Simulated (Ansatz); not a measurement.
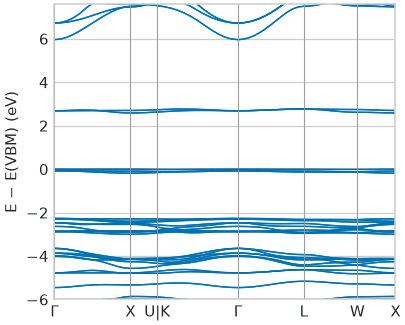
Figure. Band structure from the program Ansatz at the r²SCAN with spin–orbit coupling level (PAW)

Task: Read off the gap and where the band edges lie.

Result: About 2.6 eV (2.59 eV by a search for the band edges); maximum at Γ, minimum at X.

The material is Cs2KCoF6 in space group Fm-3m (No. 225; K on 4b, Cs on 8c, Co on 4a, F on 24e).

The workflow started from a Materials Project entry (that database holds measured and hypothetical structures alike); the Crystallography Open Database copy checked does not list it. Whether it is the stable phase at ambient conditions was not checked. The cell was relaxed with r²SCAN under the symmetry of its start; whether a distortion lowers the energy is not shown. No spin polarisation was allowed. No Hubbard U is applied.

Potentials: the later of the program's two PAW sets.
